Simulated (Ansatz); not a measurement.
# Starting-point dependence of the GW gap of TiO2 (Anatase)

One-shot GW is not self-consistent; how far does the start matter for TiO2 (Anatase)?

Program: Ansatz 0.2.0. Level of theory: G0W0 on several functionals, plane waves, PAW. Results are calculated unless marked as measured.

**1. Starting point**

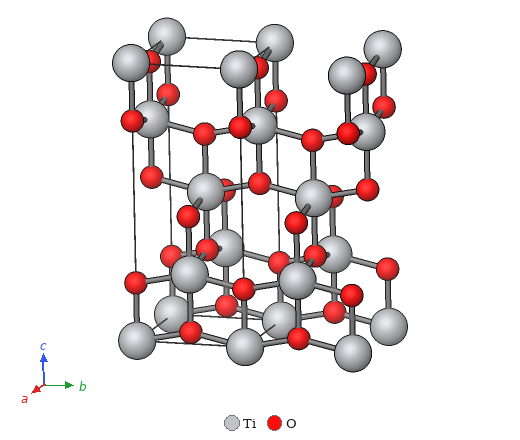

The cell as given, slightly off an axis (titanium light grey, oxygen red). 1×2×1 cells are drawn. This picture shows the conventional cell, with its axes. Some periodic images of atoms are drawn too.

Structure file:

```cif
data_structure
_symmetry_space_group_name_H-M 'I4_1/amd:1'
_symmetry_Int_Tables_number 141
_cell_length_a 3.7842
_cell_length_b 3.7842
_cell_length_c 9.5146
_cell_angle_alpha 90.000
_cell_angle_beta 90.000
_cell_angle_gamma 90.000
_cell_volume 136.25
loop_
_atom_site_label
_atom_site_type_symbol
_atom_site_symmetry_multiplicity
_atom_site_Wyckoff_symbol
_atom_site_fract_x
_atom_site_fract_y
_atom_site_fract_z
_atom_site_occupancy
Ti1 Ti 4 a 0.00000 0.00000 0.00000 1
O1 O 8 e 0.00000 0.00000 0.20810 1
```

The cell and positions come from the Crystallography Open Database and are kept as given unless a step says otherwise. The default PAW set here is soft_2. Its files were made with PBE.

**2. G0W0 on LDA**

Now the one-shot GW correction: screening in the RPA, then the self-energy of the levels asked for.

This step: G0W0 on LDA, plane waves, PAW.

input.yaml

```yaml
crystal:
  lattice:
    - [-1.8921, 1.8921, 4.7573]
    - [1.8921, -1.8921, 4.7573]
    - [1.8921, 1.8921, -4.7573]
  atoms:
    - { symbol: Ti, position: [0.0, 0.0, 0.0] }
    - { symbol: Ti, position: [0.75, 0.25, 0.5] }
    - { symbol: O, position: [0.2081, 0.2081, 0.0] }
    - { symbol: O, position: [0.9581, 0.4581, 0.5] }
    - { symbol: O, position: [0.5419, 0.0419, 0.5] }
    - { symbol: O, position: [0.7919, 0.7919, 0.0] }
kpoints:
  mp_grid: { grid: [6, 6, 6] }
hamiltonian:
  xc: lda
scf:
  occupations: { method: fixed }
gw:
  n_empty_bands: 539
  ecut_chi: 230.0
  qp_bands: [v2, c2]
  qp_kpoints: band_edges
  screening: { model: contour_deformation }
```

Launch:

```bash
$ ansatz run input.yaml --threads 3 --pin off --max-ram 64512MiB --backend cuda --events-out ev --progress --plain --runs-dir out --devices 1 --max-vram 24GiB  # rebuilt from the run's record
```

Numbers of over 12 decimals in the logs are rounded to 6 here.

Output:

```text
GPUs: using 1 of 1 available (devices: 1).
Engine: ansatz 0.2.0, x86_64-unknown-linux-gnu
Pseudopotentials: kind: paw
Pseudopotential: Ti, paw, valence charge 12, recommended cutoff 420 eV (normal), Ti.paw.azcp
Pseudopotential: O, paw, valence charge 6, recommended cutoff 420 eV (normal), O.paw.azcp
Functional definition: SPW92
  exchange = slater_x
  correlation = pw_c
device memory: the entry about to start is reckoned to put 1.2 GiB on a device that reports 72.2 GiB free (of which the cap on the GPU budget leaves the run 24.0 GiB)
GPU FFT provider: cuFFT
GPU libraries: cuBLAS 13.8.2, cuFFT 12.4.0, cuSOLVER 12.3.4
Crystal: 6 atoms, lattice volume = 68.125 Å³
Basis set: ecut = 420 eV, 1315 PW (Γ)
Bands: 30, of which v1, the nominal top of the filled ones, is band 24 counted from 1 (23 counted from 0)
Symmetry: 16 space group operations
Space group: I41/amd (ITA 141), of the structure as read, at distance tolerance 4.1e-5 Å
k-points: 30 of 216
Non-local potential: Ti, projectors of the file, l = 0: 3, l = 1: 2, l = 2: 3, l = 3: 1
Non-local potential: O, projectors of the file, l = 0: 2, l = 1: 2, l = 2: 1
PAW form: soft (Blöchl's): semilocal exchange-correlation on the pseudo side does not see the compensation charge
PAW frozen core: Ti, regenerated for the run's functional, and the local potential with it (the file was generated under x = pbe(κ = 0.804, μ = 0.219515), c = pbe(β = 0.066725))
PAW frozen core: O, regenerated for the run's functional, and the local potential with it (the file was generated under x = pbe(κ = 0.804, μ = 0.219515), c = pbe(β = 0.066725))
PAW one-centre angular grid: Ti, 590 points (default); XC on 64 Gauss nodes
PAW one-centre angular grid: O, 110 points (default); XC on 64 Gauss nodes
Initial density: superposition of atomic densities (neutral atoms: chi_scale 0, normalization atom), corrected by the library's trained network
Initial wavefunctions: pseudopotential atomic-orbital guess
GPU buffer pool allocated for 64000 grid points (all kernels)
GPU transforms: local potential and band sums: pruned to the plane-wave sphere, on 40×40×40
Functional: x = slater, c = lda
SCF iter   1: F=—  HF=-7130.473413 eV  |F-HF|=—  |Δ(HF+E_count)|=         —  Δρ=1.96e-2  dr2=2.34e-1  ethr=1.77e-3  ⟨swp⟩=4.1  Hψ=3414  notcnv=0  defer=75
preconditioner: auto → none  [insulator: Δε(μ)=1.847 eV  Ē_g=9.413 eV  n_scr=14 (ndim 8)  ℏωp=25.4 eV  f_vac=0.102  ε∞_Penn≈8.3]
SCF iter   2: F=—  HF=-7130.493923 eV  |F-HF|=—  |Δ(HF+E_count)|=   2.05e-2  Δρ=2.40e-2  dr2=3.68e-1  ethr=4.89e-4  ⟨swp⟩=2.0  Hψ=1694  notcnv=0  defer=99
SCF iter   3: F=—  HF=-7130.422903 eV  |F-HF|=—  |Δ(HF+E_count)|=   7.10e-2  Δρ=3.82e-3  dr2=5.52e-3  ethr=4.89e-4  ⟨swp⟩=2.0  Hψ=1284  notcnv=0  defer=98
SCF iter   4: F=—  HF=-7130.421508 eV  |F-HF|=—  |Δ(HF+E_count)|=   1.39e-3  Δρ=8.91e-4  dr2=2.06e-4  ethr=1.15e-5  ⟨swp⟩=2.1  Hψ=1563  notcnv=0  defer=119
SCF iter   5: F=—  HF=-7130.421478 eV  |F-HF|=—  |Δ(HF+E_count)|=   2.98e-5  Δρ=3.24e-4  dr2=8.35e-5  ethr=4.30e-7  ⟨swp⟩=2.2  Hψ=1383  notcnv=0  defer=120
SCF iter   6: F=—  HF=-7130.421459 eV  |F-HF|=—  |Δ(HF+E_count)|=   1.92e-5  Δρ=6.07e-5  dr2=2.63e-6  ethr=1.74e-7  ⟨swp⟩=2.1  Hψ=1184  notcnv=0  defer=68
SCF iter   7: F=-7130.421459 eV  HF=-7130.421459 eV  |F-HF|=6.07e-9  |Δ(HF+E_count)|=   5.32e-7  Δρ=4.29e-6  dr2=8.68e-9  ethr=2.08e-10  ⟨swp⟩=7.5  Hψ=3587  notcnv=0
SCF 1 converged in 7 iterations: F = -7130.421459 eV  dr2 = 8.68e-9
  greatest PAW one-centre occupation: 0.999 electrons in one spin orbital (limit 2), on the Ti atom at site 1 (counted from 0), in its partial waves of l = 0
device memory: the entry about to start is reckoned to put 1.3 GiB (of the 1.4 GiB reckoned in all, the device holds 0.1 GiB already) on a device that reports 72.3 GiB free (of which the cap on the GPU budget leaves the run 23.9 GiB)
NSCF: frozen V_eff on 30 k-points, pencils in batches of 32, up to order 120
the band table was solved once the SCF had ended and its energy, with any forces and stress, was formed, with the checks that follow a solve (3597 applications of the Hamiltonian). They found nothing against the state; the energy, forces and stress were not computed again (output.eigenvalues in the input reference)
device memory: the entry about to start is reckoned to put 4.5 GiB on a device that reports 72.4 GiB free (of which the cap on the GPU budget leaves the run 24.0 GiB)
NSCF: frozen V_eff on 30 k-points
G₀W₀ screening: q 1/30
[... further progress lines ...]
device memory: the entry about to start is reckoned to put 0.6 GiB on a device that reports 59.6 GiB free (of which the cap on the GPU budget leaves the run 24.0 GiB)
NSCF: frozen V_eff on 1 k-points
device memory: the entry about to start is reckoned to put 0.6 GiB on a device that reports 59.6 GiB free (of which the cap on the GPU budget leaves the run 24.0 GiB)
NSCF: frozen V_eff on 1 k-points
device memory: the entry about to start is reckoned to put 0.6 GiB on a device that reports 59.6 GiB free (of which the cap on the GPU budget leaves the run 24.0 GiB)
NSCF: frozen V_eff on 1 k-points
SCF converged after 7 iterations
Free energy (F): -7130.421459 eV
Harris-Foulkes:  -7130.421459 eV  (|F-HF|=6.07e-9)
Internal energy: -7130.421459 eV  (E = F + TS)
E sigma→0 (E₀):  -7130.421459 eV
Fermi energy:    6.910588 eV
--- Per-component energies (eV) ---
  E_band       = -465.887149
  E_kinetic    = 1241.101327
  E_local      = -3573.961697  (includes V_loc(G=0)·N_el)
  E_nonlocal   = 211.801631
  E_hartree    = 1377.451390
  E_xc         = -484.836260
  E_vxc        = -618.186623  (∫ρ·V_xc dr)
  E_paw        = -2580.832055  (= ΣΔE_a)
  E_vpaw       = -481.558355  (= ΣTr[D̂ρ^β])
  E_aug_tail   = 0.010171  (compensation charges beyond the density's cutoff)
  E_ewald      = -3322.195552
  E_core_change = 1.039587  (= ΣΔE_core)
  E_smearing   = -0.000000  (= −TS)
  E_closure    = 0.000000  (closes the sum)
  Σ components = -7130.421459   (vs F -7130.421459, Δ=0.00e0)
--- Band table (eV; the first three rows and the last of 30) ---
  k-point 0: bands = [... 20 lower, 6.1830, 6.1856, 6.4731, 6.4731, 8.9714, 9.7405, 10.8877, 10.8877, ... 2 higher]
  k-point 1: bands = [... 20 lower, 5.6022, 5.7735, 6.2956, 6.6883, 9.8376, 9.9495, 10.1572, 10.5848, ... 2 higher]
  k-point 2: bands = [... 20 lower, 4.8735, 5.9805, 6.3542, 6.8424, 9.9549, 10.2383, 10.3832, 10.7350, ... 2 higher]
  k-point 29: bands = [... 20 lower, 5.6772, 5.6772, 6.8278, 6.8278, 9.3418, 9.3418, 10.6718, 10.6718, ... 2 higher]
--- G₀W₀: contour deformation, 7 samples at zero and on the imaginary axis and 1 off it, 216 q-points, 539 empty bands' worth ---
  eigenvalues of the whole cell's RPA ε∞ on this k-mesh (on a slab, of 1 + 4πα/V) = 6.1977, 6.7731, 6.7731; static W/v taken at q = 0 is 0.150728
  bands read: the sum over 563 bands ends inside a degenerate multiplet in 5 slots, whose members it reads at an even weight; the widest, k=3: bands 563 to 564 (counted from 1) at 1/2 each
  gw.qp_kpoints: band_edges: 23 of 30 stored k-points solved, in 1 pass; an edge of the gap read off the rows below is read off those points alone
    valence top: of the k-points left out ik 23 came nearest to being solved in a further pass, in band 24 (counted from 1, as in the quasiparticle table): it holds the edge there only if its correction is more favourable than any solved in that band by at least 0.467 eV; those differ by 0.073 eV
    conduction bottom: of the k-points left out ik 27 came nearest to being solved in a further pass, in band 25 (counted from 1, as in the quasiparticle table): it holds the edge there only if its correction is more favourable than any solved in that band by at least 0.842 eV; those differ by 0.159 eV
    ik  band        ε_KS         Σx   Σc(E_QP)       V_xc       Z   E_QP_lin       E_QP  E_QP is
     0    23      6.4731   -25.1787     4.3518   -20.4363  0.6959     6.0790     6.0825  root
     0    24      6.4731   -25.1787     4.3518   -20.4363  0.6959     6.0790     6.0825  root
     0    25      8.9714   -13.0579    -6.7618   -21.1106  0.7291    10.2957    10.2622  root
     0    26      9.7405   -13.4417    -7.6710   -22.4698  0.7076    11.1454    11.0976  root
     1    23      6.2956   -25.7962     4.3459   -21.0218  0.7064     5.8632     5.8672  root
     1    24      6.6883   -25.6270     4.3028   -20.9204  0.7035     6.2810     6.2845  root
     1    25      9.8376   -13.3468    -7.7154   -22.4222  0.7079    11.2458    11.1976  root
     1    26      9.9495   -14.3148    -6.6924   -22.2051  0.7078    11.1820    11.1474  root
     2    23      6.3542   -25.2101     4.3067   -20.5177  0.6987     5.9651     5.9686  root
     2    24      6.8424   -25.5633     4.2848   -20.9067  0.7004     6.4677     6.4706  root
     2    25      9.9549   -13.6205    -7.6931   -22.6842  0.7073    11.3745    11.3255  root
     2    26     10.2383   -14.7682    -7.1323   -23.2015  0.7051    11.5828    11.5393  root
     3    23      6.9106   -25.6873     4.2593   -21.0551  0.7032     6.5347     6.5376  root
     3    24      6.9106   -25.6873     4.2593   -21.0551  0.7032     6.5347     6.5376  root
     3    25     10.2458   -13.8831    -7.8029   -23.0361  0.7001    11.6472    11.5959  root
     3    26     10.2458   -13.8831    -7.8029   -23.0361  0.7001    11.6472    11.5959  root
     4    23      6.2139   -25.9847     3.8518   -21.7893  0.7139     5.8680     5.8703  root
     4    24      6.4846   -25.5521     4.2974   -20.8441  0.7041     6.0703     6.0740  root
     4    25      9.5545   -14.0809    -6.5399   -21.8324  0.7163    10.7979    10.7661  root
     4    26      9.8530   -13.4824    -7.6335   -22.4526  0.7063    11.2368    11.1898  root
     5    23      6.2934   -25.8420     4.3292   -21.0638  0.7104     5.8401     5.8443  root
     5    24      6.5314   -25.0957     4.2550   -20.4669  0.6977     6.1544     6.1576  root
     5    25      9.9239   -13.5005    -7.6895   -22.5523  0.7078    11.3345    11.2861  root
     5    26     10.1300   -14.2372    -7.3627   -22.9375  0.7085    11.5131    11.4675  root
[...]
28    23      6.3087   -25.0441     4.1933   -20.4774  0.6995     5.9321     5.9353  root
    28    24      6.3087   -25.0441     4.1933   -20.4774  0.6995     5.9321     5.9353  root
    28    25      9.8509   -13.8900    -7.0907   -22.2537  0.7108    11.1635    11.1240  root
    28    26      9.8509   -13.8900    -7.0907   -22.2537  0.7108    11.1635    11.1240  root
    29    23      6.8278   -26.0521     4.1661   -21.5018  0.7092     6.4407     6.4436  root
    29    24      6.8278   -26.0521     4.1661   -21.5018  0.7092     6.4407     6.4436  root
    29    25      9.3418   -13.2121    -7.1940   -21.7319  0.7194    10.7078    10.6676  root
    29    26      9.3418   -13.2121    -7.1940   -21.7319  0.7194    10.7078    10.6676  root
```

It took 72 s on 1 × NVIDIA H100 80GB HBM3 (shared by 3 runs) with 3 threads of AMD EPYC 7R13 (Zen 3), shared host; peak memory 2.9 GiB.

Numbers from this step:

| Item | Value |
| --- | --- |
| bands summed | 563 |
| RPA ε∞ on this mesh (eigenvalues) | 6.198, 6.773, 6.773 |
| plane waves in the screening matrix | 559 |
| q-points in the mesh | 216 |
| G0W0 gap on the mesh | 3.725 eV |
| k of the valence top | 0, 0, -0.5 |
| k of the conduction bottom | 0, 0, 0 |
| starting gap on the mesh | 2.061 eV |
| Z at the valence top | 0.7032 |
| Z at the conduction bottom | 0.7291 |
| least direct G0W0 gap on the computed points | 4.067 eV |

The gap on the mesh goes from 2.06 eV to 3.72 eV, a correction of +1.66 eV. Between the two edge states, bare exchange in place of the xc potential would open the gap by 12.68 eV, and correlation takes back 11.02 eV.

(Continued in part 2 of 2.)

[Paths, hosts, dates, memory and timing lines, banners, echoed tables and standing remarks are left out of the program output.]

[Logs are printed without paths, hosts, clocks, repeated set-up lines and the standing remarks that a program may print on its own settings, such as how far it seeks lower states.]

[Runs of the session that timed out or met a known fault of the program may be left out.]

[Cells called generated may have been cut or substituted from an entry of the Crystallography Open Database or the Materials Project.]

[Hosts, paths, dates, database ids (printed as entryN), source tags and the programs' standing remarks are cut or masked in the printed files.]
